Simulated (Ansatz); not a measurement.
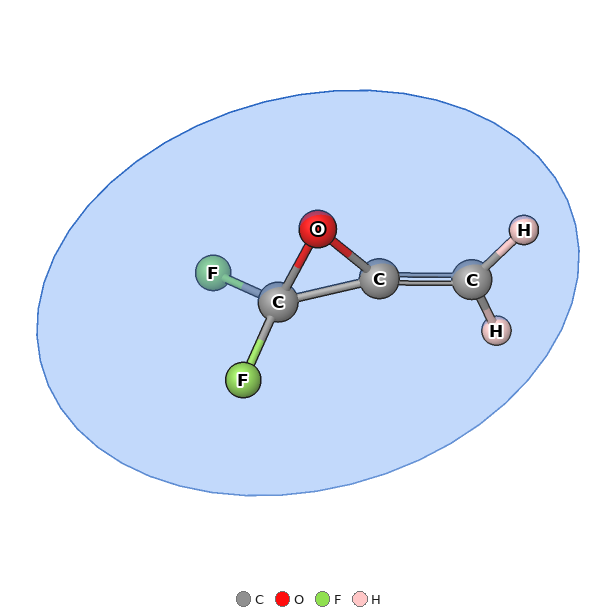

All proper rotation axes (lines) and mirror planes (discs) of the structure are drawn in. Distant atoms are faded towards the background colour. The computed structure is the end point of a PBE0-D4/def2-TZVP optimisation. No frequency run is at hand to confirm it as a minimum.

Name the symmetry elements and the point group.

It has 1 mirror plane. Point group Cs. The group has 2 operations. The geometry is achiral, and symmetry allows a dipole moment.
